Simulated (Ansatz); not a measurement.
**Run report: C2H7Al, geometry relaxation (part 2 of 2)**

The same run, continued: C2H7Al; RKS PBE0-D4/6-31G* (Ansatz 0.2.0). The input holds or restrains some coordinates. It belongs to a series of runs on one base structure; here: pulled along the bonds that form and break, towards end B.

Geometry of the input (Å):
```
Al 0.0000  0.0000  0.0000
C  1.4047  0.0000  1.6540
H  0.4051  -0.3092  2.0245
H  2.1723  -0.7111  2.0245
H  1.6368  1.0203  2.0245
H  1.7519  0.0000  0.1685
C  -1.7060  0.0000  -0.9850
H  -2.2662  -0.9305  -0.7558
H  -2.3102  0.8797  -0.6796
H  -1.5043  0.0508  -2.0753
```

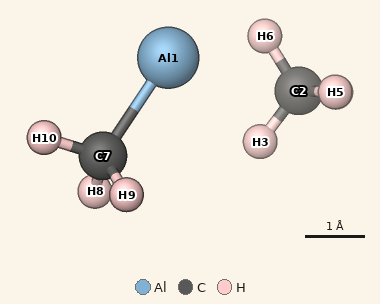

**Figure 1.** The geometry at step 12 of the log (ball-and-stick view, seen at a tilt; atoms are numbered from 1 in the order of the input).

**Trajectory as extended XYZ, continued**
```
10
Properties=species:S:1:pos:R:3:forces:R:3 step=5 energy=-8776.50831
Al   -0.3899    0.0320   -0.4852    3.5588   0.2061   0.8026
C     1.7569    0.0067    1.7911   -1.5445  -0.3456  -1.0405
H     0.6663   -0.2919    1.9025    1.2536   0.0668  -0.4546
H     2.3349   -0.7743    2.2485    0.6804   0.1509   1.1421
H     1.7551    1.0435    2.1180    0.7843   0.0116   0.6383
H     2.0742   -0.0041    0.7300   -0.5921   0.0350   0.4644
C    -2.0446   -0.0035   -1.1614   -1.5457  -0.1235  -0.1637
H    -2.4204   -0.9672   -0.8142   -0.8688   0.0557  -0.4747
H    -2.4688    0.9079   -0.7370   -0.8588  -0.0479  -0.4596
H    -1.6797    0.0509   -2.1920   -0.8673  -0.0090  -0.4543
10
Properties=species:S:1:pos:R:3:forces:R:3 step=6 energy=-8777.34996
Al   -0.2563    0.0681   -0.6217    1.2179   0.1560  -0.1738
C     1.7817   -0.0066    1.8374    0.4907   0.0430  -0.7836
H     0.7405   -0.3125    1.8774   -0.2134  -0.2236  -0.0515
H     2.3820   -0.7387    2.3793    0.1292   0.3055   0.4894
H     1.8208    1.0298    2.1891    0.3439  -0.1982   0.3103
H     2.1350   -0.0178    0.7843   -0.3540   0.0005   0.6219
C    -2.0792   -0.0056   -1.1574    0.3636   0.0266   0.0003
H    -2.5163   -0.9549   -0.8608   -0.6579  -0.0683  -0.1938
H    -2.5753    0.8907   -0.7888   -0.6353  -0.0095  -0.1998
H    -1.8488    0.0475   -2.2387   -0.6848  -0.0319  -0.0194
10
Properties=species:S:1:pos:R:3:forces:R:3 step=7 energy=-8777.65909
Al   -0.1036    0.1223   -0.7213   -0.4271   0.0805  -0.5203
C     1.8147   -0.0213    1.8602    0.5211  -0.3602   0.0051
H     0.7735   -0.3806    1.8682    0.2815   0.0438   0.1192
H     2.4397   -0.6584    2.5144   -0.2892   0.1777  -0.1992
H     1.8581    1.0067    2.2233   -0.0978   0.0973   0.0102
H     2.2036   -0.0516    0.8258   -0.1320  -0.0372   0.5432
C    -2.0679    0.0001   -1.1392   -0.1365   0.1062  -0.5640
H    -2.6155   -0.9360   -0.9128    0.1337   0.3265   0.0890
H    -2.6942    0.8736   -0.8562    0.1921  -0.3863   0.0751
H    -2.0243    0.0452   -2.2621   -0.0459  -0.0481   0.4415
10
Properties=species:S:1:pos:R:3:forces:R:3 step=8 energy=-8777.69624
Al   -0.1097    0.2350   -0.6838   -0.3163   0.1338  -0.4937
C     1.8152   -0.0534    1.8595    0.2599  -0.2630  -0.1275
H     0.8223   -0.5257    1.9007    0.2016   0.0250   0.1423
H     2.4939   -0.5486    2.5752   -0.2088   0.2001  -0.1461
H     1.7143    1.0130    2.0844    0.0300  -0.0571   0.0674
H     2.1947   -0.1519    0.8278    0.0130  -0.0187   0.5120
C    -2.0452    0.0258   -1.1547   -0.1946   0.0033  -0.3670
H    -2.5642   -0.9056   -0.8705    0.0880   0.1559   0.0849
H    -2.6879    0.8784   -0.8690    0.0983  -0.1599   0.0946
H    -2.0493    0.0330   -2.2693    0.0290  -0.0193   0.2332
10
Properties=species:S:1:pos:R:3:forces:R:3 step=9 energy=-8777.74009
Al   -0.0646    0.4259   -0.7223   -0.4077   0.1499  -0.5287
C     1.7675   -0.0858    1.8312    0.1631  -0.1464  -0.0175
H     0.8095   -0.6071    1.9367    0.0154   0.0013   0.0608
H     2.4685   -0.4792    2.5747    0.0204  -0.0093  -0.0102
H     1.6194    0.9850    1.9944    0.0040  -0.0120  -0.0319
H     2.1439   -0.2410    0.8095    0.0662   0.0280   0.4040
C    -1.9961    0.0450   -1.1647    0.0624   0.0005   0.1318
H    -2.4150   -0.8861   -0.7512    0.0349   0.0562  -0.0134
H    -2.6595    0.8673   -0.8464    0.0428  -0.0608  -0.0081
H    -2.0896   -0.0239   -2.2616   -0.0015  -0.0073   0.0130
10
Properties=species:S:1:pos:R:3:forces:R:3 step=10 energy=-8777.77586
Al    0.0027    0.5601   -0.8228   -0.4848   0.0965  -0.5001
C     1.7063   -0.1072    1.8020    0.1589  -0.0096   0.1028
H     0.7691   -0.6608    1.9042   -0.0726  -0.0201   0.0281
H     2.4070   -0.4618    2.5654    0.0118  -0.0026  -0.0205
H     1.5222    0.9636    1.9411    0.0159  -0.0890  -0.0107
H     2.1144   -0.2646    0.7975    0.0878  -0.0099   0.2396
C    -1.9400    0.0569   -1.1431    0.2120  -0.2738   0.3662
H    -2.2719   -0.8667   -0.6180    0.1152   0.3242  -0.2569
H    -2.6047    0.8666   -0.8040   -0.0299   0.0007  -0.0406
H    -2.1209   -0.0862   -2.2220   -0.0143  -0.0164   0.0921
10
Properties=species:S:1:pos:R:3:forces:R:3 step=11 energy=-8777.80568
Al    0.0738    0.6286   -0.9353   -0.4395   0.0853  -0.4179
C     1.6265   -0.1089    1.7626    0.3758  -0.0625  -0.0865
H     0.6709   -0.6172    1.8471   -0.2847  -0.1508  -0.0101
H     2.3005   -0.5026    2.5234    0.0933  -0.0640   0.1322
H     1.4941    0.9596    1.9147   -0.0321   0.1952   0.0365
H     2.0613   -0.2668    0.7681   -0.0092  -0.0413   0.2187
C    -1.8700    0.0545   -1.0831    0.3053  -0.2648   0.2336
H    -2.1218   -0.8785   -0.5337    0.0561   0.3146  -0.2384
H    -2.5446    0.8409   -0.7130   -0.0417  -0.0069  -0.0258
H    -2.1066   -0.1097   -2.1505   -0.0234  -0.0048   0.1575
10
Properties=species:S:1:pos:R:3:forces:R:3 step=12 energy=-8777.84393
Al    0.1505    0.6896   -1.0503   -0.3793   0.0550  -0.3074
C     1.5364   -0.1086    1.7064    0.3789  -0.1168  -0.1833
H     0.5549   -0.5876    1.7143   -0.0725  -0.0484  -0.0378
H     2.1493   -0.5428    2.5046   -0.0554   0.0415  -0.0222
H     1.4287    0.9655    1.8656   -0.0109   0.0616   0.0697
H     2.0416   -0.2612    0.7356   -0.1539  -0.0417   0.4042
C    -1.7744    0.0488   -0.9997    0.2333  -0.1422  -0.0064
H    -1.9585   -0.8847   -0.4355    0.0358   0.1897  -0.1316
H    -2.4530    0.8142   -0.5945   -0.0048   0.0002   0.0141
H    -2.0913   -0.1333   -2.0461    0.0289   0.0012   0.2006
10
Properties=species:S:1:pos:R:3:forces:R:3 step=13 energy=-8777.86914
Al    0.2118    0.7265   -1.1550   -0.3543   0.0168  -0.1881
C     1.4518   -0.1005    1.6482    0.1794  -0.2640  -0.0867
H     0.4363   -0.5240    1.5731    0.2625   0.1200  -0.0112
H     1.9893   -0.6081    2.4646   -0.1353   0.1064  -0.1884
H     1.4018    0.9707    1.8583   -0.0546   0.0104   0.0455
H     2.0101   -0.2377    0.7024   -0.1979  -0.0578   0.4224
C    -1.6825    0.0374   -0.9195    0.2017   0.1298  -0.2014
H    -1.8110   -0.8887   -0.3463    0.0267  -0.0475   0.0572
H    -2.3597    0.7904   -0.4865    0.0513  -0.0163   0.0242
H    -2.0637   -0.1660   -1.9389    0.0206   0.0022   0.1265
10
Properties=species:S:1:pos:R:3:forces:R:3 step=14 energy=-8777.88742
Al    0.2013    0.7709   -1.1683   -0.0771   0.1323  -0.2822
C     1.4233   -0.0993    1.6319    0.1164  -0.0960  -0.1078
H     0.3970   -0.4689    1.5405   -0.0024  -0.0150   0.0110
H     1.9254   -0.6444    2.4363   -0.0109  -0.0052   0.0077
H     1.4111    0.9681    1.8656    0.0196   0.0093  -0.0114
H     1.9705   -0.2560    0.6890   -0.0684   0.0149   0.2861
C    -1.6468    0.0371   -0.9240    0.0457  -0.0119   0.0877
H    -1.6960   -0.8732   -0.3095   -0.0277  -0.0093   0.0016
H    -2.3156    0.7778   -0.4588   -0.0031  -0.0143   0.0117
H    -2.0861   -0.2120   -1.9025    0.0080  -0.0050  -0.0044
10
Properties=species:S:1:pos:R:3:forces:R:3 step=15 energy=-8777.90729
Al    0.2508    0.8484   -1.2712   -0.1980   0.0079  -0.1315
C     1.3290   -0.1021    1.5747    0.0918  -0.1116  -0.0651
H     0.2926   -0.4368    1.4484    0.1040   0.0380  -0.0055
H     1.7834   -0.6667    2.3970   -0.0157   0.0499  -0.0701
H     1.3501    0.9660    1.8109   -0.0009  -0.0337   0.0001
H     1.9085   -0.2764    0.6523   -0.1211  -0.0039   0.2897
C    -1.5456    0.0328   -0.8511    0.0089  -0.0997  -0.0261
H    -1.5216   -0.8756   -0.2221    0.0102   0.1437  -0.1434
H    -2.2089    0.7517   -0.3429    0.0365  -0.0112  -0.0072
H    -2.0543   -0.2413   -1.7956    0.0843   0.0206   0.1590
10
Properties=species:S:1:pos:R:3:forces:R:3 step=16 energy=-8777.91021
Al    0.2562    0.8316   -1.2741   -0.0874   0.0635  -0.1731
C     1.3130   -0.0922    1.5731    0.1719  -0.0806  -0.0898
H     0.2724   -0.4064    1.4640   -0.0241  -0.0061   0.0010
H     1.7670   -0.6441    2.4009   -0.0041  -0.0017   0.0026
H     1.3608    0.9795    1.7833    0.0026   0.0019  -0.0086
H     1.8780   -0.3049    0.6511   -0.0904   0.0224   0.2503
C    -1.5306    0.0245   -0.8494   -0.0242  -0.0072   0.0077
H    -1.4958   -0.9207   -0.2873    0.0082   0.0271  -0.0160
H    -2.1651    0.7186   -0.2740    0.0298  -0.0332  -0.0086
H    -2.0717   -0.1859   -1.7872    0.0177   0.0139   0.0344
10
Properties=species:S:1:pos:R:3:forces:R:3 step=17 energy=-8777.91305
Al    0.2822    0.8518   -1.3267   -0.0535   0.0581  -0.1468
C     1.2510   -0.0828    1.5475    0.1799  -0.0399  -0.1139
H     0.1990   -0.3603    1.4542   -0.0106  -0.0007  -0.0068
H     1.6861   -0.6159    2.3969    0.0148   0.0026   0.0174
H     1.3423    0.9962    1.7109    0.0036  -0.0642  -0.0115
H     1.8062   -0.3604    0.6349   -0.1216   0.0499   0.2706
C    -1.4657    0.0132   -0.8221   -0.2611   0.0113   0.0969
H    -1.3753   -0.9782   -0.3413   -0.0320   0.1686  -0.1120
H    -2.0482    0.6570   -0.1282    0.1679  -0.1974  -0.1936
H    -2.0934   -0.1206   -1.7259    0.1127   0.0117   0.1997
10
Properties=species:S:1:pos:R:3:forces:R:3 step=18 energy=-8777.91741
Al    0.2906    0.8293   -1.3342   -0.0625   0.0498  -0.1492
C     1.2492   -0.0725    1.5546    0.1506  -0.0661  -0.0870
H     0.1932   -0.3407    1.4746   -0.0021   0.0005  -0.0067
H     1.6853   -0.5912    2.4128    0.0058   0.0065   0.0039
H     1.3536    1.0080    1.6930    0.0024  -0.0385  -0.0046
H     1.7937   -0.3757    0.6450   -0.0987   0.0435   0.2432
C    -1.4646    0.0042   -0.8296   -0.1910  -0.0146   0.0475
H    -1.3870   -1.0177   -0.4178   -0.0103   0.1412  -0.0741
H    -2.0073    0.6130   -0.0800    0.1010  -0.1232  -0.1331
H    -2.1226   -0.0568   -1.7181    0.1047   0.0009   0.1603
10
Properties=species:S:1:pos:R:3:forces:R:3 step=19 energy=-8777.92100
Al    0.3005    0.8332   -1.3550   -0.0599   0.0493  -0.1435
C     1.2222   -0.0650    1.5463    0.1568  -0.0991  -0.0738
H     0.1590   -0.3055    1.4770    0.0014  -0.0058   0.0030
H     1.6514   -0.5752    2.4135   -0.0068   0.0062  -0.0039
H     1.3579    1.0140    1.6597    0.0033  -0.0036  -0.0027
H     1.7527   -0.4044    0.6416   -0.0921   0.0491   0.2276
C    -1.4416   -0.0014   -0.8200    0.0155   0.0149  -0.0318
H    -1.3412   -1.0394   -0.4711   -0.0028  -0.0090  -0.0049
H    -1.9408    0.5616   -0.0168   -0.0148  -0.0042   0.0071
H    -2.1361   -0.0177   -1.6749   -0.0006   0.0021   0.0229
```

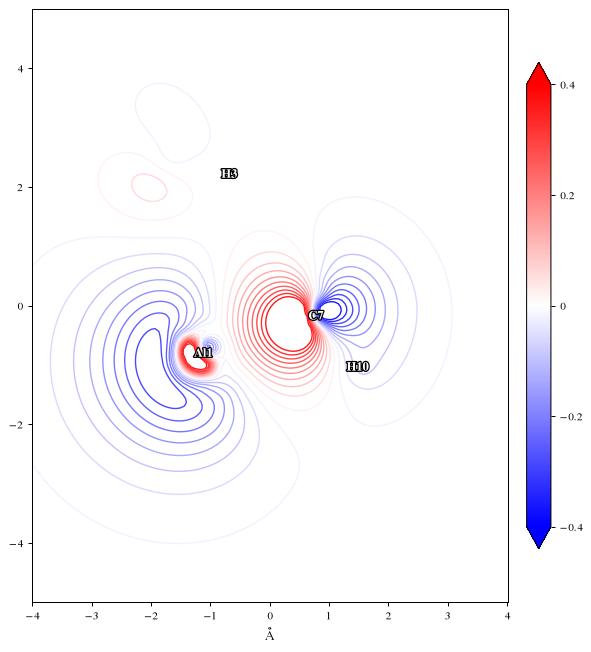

**Figure 2.** One frontier orbital on the plane of atoms Al1, C7 and H10 (values in Å⁻³ᐟ²; the overall sign is arbitrary). The HOMO, at −5.32 eV. Its weight (Hirshfeld) is mainly on Al1 (70 %) and C7 (20 %).

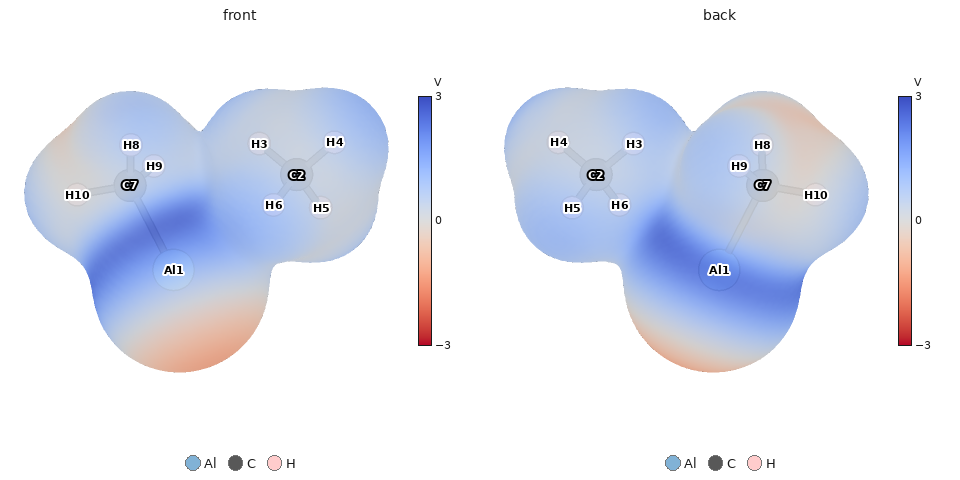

**Figure 3.** The electrostatic potential painted on the density surface at 0.004 e/bohr³, seen at a tilt and from behind; red is negative and blue positive.

**Key numbers**

```csv
quantity,value
outcome,converged under the restraints of the input
total energy,−8777.9210 eV
mean-field energy,−8777.7801 eV
"largest force (length of the vector) at the end, held atoms and coordinates included",0.250 eV/Å
wall time,41 s
peak memory,0.12 GiB
```
